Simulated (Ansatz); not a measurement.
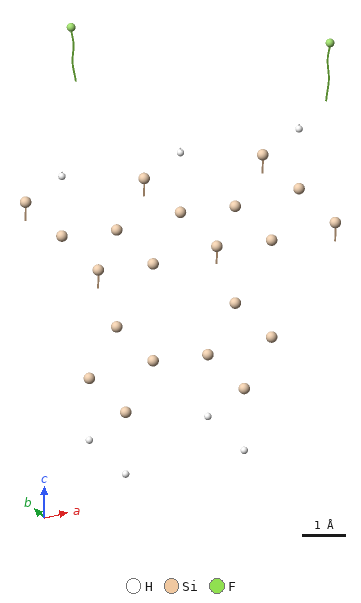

Molecular dynamics of F2 on Si(111), partly H-covered, underside capped with H (24 atoms in the cell), 85 fs long. Lines trace each atom's path, in the colour of its element; spheres stand at the starting positions. Fixed atoms have no trace. Seen slightly off an axis in the simulation cell, with the vacuum cut short.

These are results of DFT LDA, scalar-relativistic, plane waves, PAW in Ansatz 0.2.0, not measurements. Run with plane-wave cutoff 420 eV; k-point mesh 2 × 2 × 1; Fermi-Dirac smearing 0.05 eV; 8 atoms held fixed; constant energy (NVE); time step 0.5 fs; at the start 2 atoms move with typed velocities and the others are at rest.

### What do the traces tell about the motion?

In the second half of the run the atoms are, in the root-mean-square, this far from where they began (common drift taken out): F 1.01 Å, Si 0.14 Å, H 0.05 Å. The run lasts only 85 fs, too short to tell vibration from diffusion. Over the second half the temperature averages 391 K (spread ±43 K). It is well above the start because potential energy is released as heat. The potential energy is still drifting at the end, so the run hasn't reached equilibrium. The potential energy in the second half lies on average 17.0 meV per atom below the first frame.

Limits of the set-up: the k-point mesh is coarse for a cell with partly filled bands; the periodic images lie only 7.7 Å apart, so the values are limited by the cell's size.

The run took 23 min on 1 thread of Intel(R) Xeon(R) Platinum 8259CL CPU @ 2.50GHz (Skylake/Cascade Lake), on a shared host, peak memory 1.2 GiB.

PAW datasets: the set soft_1.
